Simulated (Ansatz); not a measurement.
# Single-point calculation, with input and output: Sr8BiTi7O23 (part 2 of 2)

Continued. System: Sr8BiTi7O23 (defect cell, 39 atoms in the cell). Method: DFT, r2SCAN, PAW, plane waves (Ansatz 0.2.0); cutoff 500 eV, 1×1×1 k-mesh, Fermi–Dirac smearing of 0.01 eV. 

## Output, continued
```
--- Per-component energies (eV) ---
  E_band       = -1686.555551
  E_kinetic    = 8297.294120
  E_local      = -19210.742995  (includes V_loc(G=0)·N_el)
  E_nonlocal   = 3286.702084
  E_hartree    = 6675.131871
  E_xc         = -3831.042489
  E_vxc        = -4996.763196  (∫ρ·V_xc dr)
  E_paw        = -43480.681702  (= ΣΔE_a)
  E_vpaw       = -2720.128137  (= ΣTr[D̂ρ^β])
  E_aug_tail   = 0.024528  (compensation charges beyond the density's cutoff)
  E_vtau       = 306.796106  (kinetic-family band-sum trace: ∫τ·v_τ [+ j·A + Jᵃ·Aᵃ] dr)
  E_ewald      = -23260.199599
  E_core_change = -2.801586  (= ΣΔE_core)
  E_smearing   = -0.000020  (= −TS)
  E_closure    = -0.000000  (closes the sum)
  Σ components = -71526.315789   (vs F -71526.315789, Δ=0.00e0)
--- Forces (eV/Å), atoms counted from 1 ---
  atom   1  Sr     0.06083785     0.10853107     0.01128762
  atom   2  Sr     0.00579952     0.03484214     0.08253390
  atom   3  Sr     0.05402494    -0.02803307     0.00333955
  atom   4  Sr     0.00865711     0.00230475     0.07182495
  atom   5  Sr    -0.05617896     0.07697609     0.03230484
  atom   6  Sr    -0.03827717     0.02688969     0.04841141
  atom   7  Sr    -0.04633370    -0.03158974    -0.00078232
  atom   8  Sr    -0.03990492    -0.02957123     0.07726400
  atom   9  Bi    -0.00125426     0.01107941     0.12852994
  atom  10  Ti     0.02707174     0.05266888    -0.01556675
  atom  11  Ti     0.01047151     0.00740798     0.01540846
  atom  12  Ti    -0.01385098     0.01542687    -0.04740193
  atom  13  Ti     0.01477748     0.00693216     0.02753711
  atom  14  Ti     0.01482421     0.00526864    -0.03762076
  atom  15  Ti     0.02020795    -0.02078951     0.03481162
  atom  16  Ti     0.00635909     0.00448389    -0.02727303
  atom  17  O     -0.03989978    -0.06055085    -0.08531175
  atom  18  O     -0.01008164    -0.00974326     0.11764699
  atom  19  O      0.00767612     0.02478515    -0.08486227
  atom  20  O     -0.01859870    -0.00743285     0.09467798
  atom  21  O      0.04120659     0.00878729    -0.07386947
  atom  22  O      0.00884269     0.00351955     0.10937907
  atom  23  O      0.01533716     0.00486945    -0.12398757
  atom  24  O      0.13704435     0.01073541    -0.14712517
  atom  25  O      0.06578943    -0.02654906    -0.01222864
  atom  26  O     -0.03114310    -0.03058702    -0.01442248
  atom  27  O      0.04521652    -0.03149393    -0.01839028
  atom  28  O     -0.16400614    -0.12857361     0.00088257
  atom  29  O     -0.06778822    -0.00488817    -0.00324454
  atom  30  O      0.00518115     0.01999010    -0.00950960
  atom  31  O     -0.03094481    -0.03799756     0.00686533
  atom  32  O     -0.04268851     0.13926337    -0.13818507
  atom  33  O      0.00346590     0.06622631    -0.00347066
  atom  34  O      0.08339910    -0.13184199     0.01413102
  atom  35  O     -0.00864826    -0.08583706    -0.00916983
  atom  36  O      0.04210777    -0.00148050    -0.00622164
  atom  37  O     -0.02906416     0.03095858    -0.00475692
  atom  38  O     -0.02662823     0.04740725    -0.01967176
  atom  39  O     -0.01289350    -0.04248336     0.00625420
  max |Σ_I F_I| component: 1.13e-4 eV/Å
--- Band table (eV) ---
  k-point 0 ↑: bands = ["-48.4270", "-48.4110", "-48.3997", "-48.2984", "-48.2912", "-48.2811", "-48.1615", "-23.7807", "-23.7456", "-23.7239", "-23.7124", "-23.6942", "-23.6846", "-23.6803", "-23.6630", "-23.6498", "-23.6332", "-23.6173", "-23.6144", "-23.5839", "-23.5686", "-23.5524", "-23.5491", "-23.5429", "-23.5290", "-23.4993", "-23.4935", "-23.4863", "-23.4625", "-23.4494", "-23.4322", "-23.4150", "-23.3907", "-23.3679", "-23.3593", "-23.3496", "-12.9015", "-12.6975", "-12.6118", "-12.5999",
      "-12.5165", "-8.8706", "-8.5543", "-8.3641", "-8.3528", "-8.1695", "-8.1006", "-7.9781", "-7.7630", "-7.6383", "-7.6209", "-7.5507", "-7.5140", "-7.4793", "-7.4560", "-7.4489", "-7.3883", "-7.3232", "-7.2904", "-7.2742", "-7.2527", "-7.1597", "-7.1398", "-7.0334", "-5.2298", "-5.1659", "-5.0924", "-5.0597", "-4.9642", "-4.9300", "-4.9016", "-4.8764", "-4.8570", "-4.8343", "-4.7946", "-4.7722", "-4.7441", "-4.7109", "-4.6905", "-4.6572",
      "-4.6435", "-4.6206", "-4.5700", "-4.5504", "-4.5137", "-4.4394", "-4.3949", "-4.3817", "0.5784", "5.3075", "5.3932", "5.5480", "5.6899", "5.7463", "5.7749", "5.8950", "5.9302", "5.9371", "5.9589", "6.0120", "6.0766", "6.1238", "6.1421", "6.2753", "6.4183", "6.5443", "6.5642", "6.6758", "6.7188", "6.7593", "6.7742", "6.8712", "6.9290", "7.0082", "7.0252", "7.0670", "7.0875", "7.0981", "7.1492", "7.1641",
      "7.1971", "7.2805", "7.3189", "7.3727", "7.5067", "7.5865", "7.7110", "7.7482", "7.9064", "7.9913", "8.0625", "8.1461", "8.3105", "8.3389", "8.3801", "8.5064", "8.5642", "8.5904", "8.6627", "8.6887", "8.7145", "8.7511", "8.8118", "8.8578", "8.8781", "8.9457", "8.9873", "9.0220", "9.1181", "9.1477", "9.2262", "9.2962", "9.4618", "9.4672", "9.5269", "9.5803", "9.6799", "9.8895", "12.8711", "13.0556",
      "13.1029", "13.3999", "13.5040", "13.5783", "13.7222", "13.9235", "14.0001", "14.0545", "14.0992", "14.1486", "14.1938", "14.2184", "14.2401", "14.3501", "14.4367", "14.4630", "14.5149", "14.5401", "14.7182", "14.7296", "15.5033", "15.5555", "15.7389", "15.7628", "15.9196", "16.0383", "16.2151", "16.3297", "16.7892", "16.8457", "17.0431", "17.1504", "17.2211", "17.7639", "17.8106", "17.8852", "17.9738", "18.0251", "18.0998"]
  k-point 0 ↓: bands = ["-48.3403", "-48.3370", "-48.3072", "-48.1593", "-48.0275", "-48.0064", "-47.8357", "-23.7475", "-23.7027", "-23.6885", "-23.6738", "-23.6576", "-23.6241", "-23.5883", "-23.5726", "-23.5580", "-23.5505", "-23.5355", "-23.5070", "-23.4850", "-23.4768", "-23.4564", "-23.4314", "-23.4148", "-23.4067", "-23.3996", "-23.3649", "-23.3250", "-23.3196", "-23.3032", "-23.2079", "-23.1727", "-23.1536", "-23.1343", "-23.0837", "-22.9319", "-12.9015", "-12.6973", "-12.6114", "-12.5996",
      "-12.5161", "-8.8731", "-8.5559", "-8.3670", "-8.3552", "-8.1720", "-8.1026", "-7.9803", "-7.7648", "-7.6410", "-7.6242", "-7.5523", "-7.5198", "-7.4814", "-7.4620", "-7.4531", "-7.3920", "-7.3276", "-7.2948", "-7.2767", "-7.2566", "-7.1630", "-7.1462", "-7.0364", "-5.2252", "-5.1639", "-5.0903", "-5.0575", "-4.9625", "-4.9288", "-4.9003", "-4.8748", "-4.8559", "-4.8327", "-4.7930", "-4.7707", "-4.7428", "-4.7097", "-4.6895", "-4.6558",
      "-4.6430", "-4.6199", "-4.5694", "-4.5497", "-4.5131", "-4.4386", "-4.3948", "-4.3812", "0.5789", "5.3097", "5.3960", "5.5727", "5.7018", "5.7686", "5.7882", "5.9230", "5.9439", "5.9578", "5.9801", "6.0292", "6.0930", "6.1437", "6.1583", "6.2879", "6.4392", "6.5564", "6.5759", "6.6971", "6.7413", "6.7719", "6.7929", "6.8897", "6.9505", "7.0318", "7.0469", "7.0740", "7.1011", "7.1119", "7.1632", "7.1791",
      "7.2172", "7.2901", "7.3250", "7.3790", "7.5191", "7.5918", "7.7198", "7.7577", "7.9111", "7.9969", "8.0650", "8.1472", "8.3118", "8.3426", "8.3832", "8.5030", "8.5712", "8.5928", "8.6640", "8.6955", "8.7131", "8.7508", "8.8114", "8.8572", "8.8767", "8.9376", "8.9835", "9.0175", "9.1130", "9.1424", "9.2227", "9.2912", "9.4554", "9.4614", "9.5172", "9.5706", "9.6683", "9.8881", "13.2148", "13.2447",
      "13.4018", "13.5000", "13.5605", "13.6681", "13.7771", "14.1115", "14.1960", "14.2793", "14.3005", "14.3468", "14.3778", "14.4275", "14.4993", "14.5176", "14.5407", "14.5733", "14.6111", "14.8913", "14.8984", "15.1395", "15.5316", "15.5860", "15.8035", "15.8288", "15.9749", "16.1098", "16.2955", "16.3945", "16.8328", "16.8869", "17.0706", "17.1925", "17.2479", "17.7997", "17.8377", "17.9088", "17.9890", "18.0452", "18.1144"]
--- Löwdin populations: 39 sites ---
  site symbol       q [e]    m [muB]
     0     Sr      8.2540     0.0007
     1     Sr      8.2548     0.0003
     2     Sr      8.2577     0.0003
     3     Sr      8.2548     0.0003
     4     Sr      8.2560     0.0002
     5     Sr      8.2532     0.0003
     6     Sr      8.2555     0.0004
     7     Sr      8.2525     0.0005
     8     Bi     13.6953     0.0012
     9     Ti     10.8008     0.1208
    10     Ti     10.7171     0.0634
    11     Ti     10.7571     0.2398
    12     Ti     10.7177     0.0507
    13     Ti     10.7559     0.2298
    14     Ti     10.7460     0.1021
    15     Ti     10.8073     0.2884
    16      O      6.8407    -0.0052
    17      O      6.9185    -0.0058
    18      O      6.9198    -0.0086
    19      O      6.9153    -0.0050
    20      O      6.9153    -0.0083
    21      O      6.9783    -0.0056
    22      O      6.9078    -0.0086
    23      O      6.9437    -0.0015
    24      O      6.9333    -0.0071
    25      O      6.9225    -0.0044
    26      O      6.9485    -0.0086
    27      O      6.9434    -0.0012
    28      O      6.9415    -0.0043
    29      O      6.9362    -0.0033
    30      O      6.9377    -0.0085
    31      O      6.9504    -0.0018
    32      O      6.9425    -0.0071
    33      O      6.9367    -0.0020
    34      O      6.9342    -0.0047
    35      O      6.9174    -0.0037
    36      O      6.9554    -0.0069
    37      O      6.9331    -0.0033
    38      O      6.9290    -0.0091
  spilling = 0.008085 (of n_electrons = 317.000000)
```

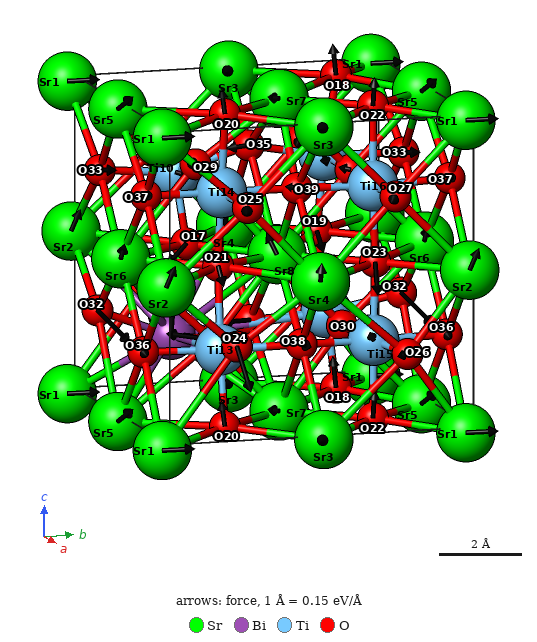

Figure 1. Forces on the atoms as black arrows (ball-and-stick view of the cell of the calculation, seen slightly off an axis; atoms are numbered from 1 in the order of the input). The largest act on O28 (0.21 eV/Å); O24, O32 (0.20 eV/Å); O34 (0.16 eV/Å); Bi9 (0.13 eV/Å), among others. 

## Key numbers

| quantity | value |
| --- | --- |
| outcome | converged |
| electrons treated | 317 |
| free energy | −71526.3158 eV |
| Fermi energy | 12.963 eV |
| net moment of the cell | 1.00 μB |
| largest force (length of the vector) | 0.208 eV/Å |
| wall time | 25 s (CPU time 3 min) |
| peak memory | 2.4 GiB |

The program warns: the state was not tested for a lower one. Spin–orbit coupling is left out, which matters for Bi. The k-point mesh is coarse for a cell of this size, so the results may not be converged.
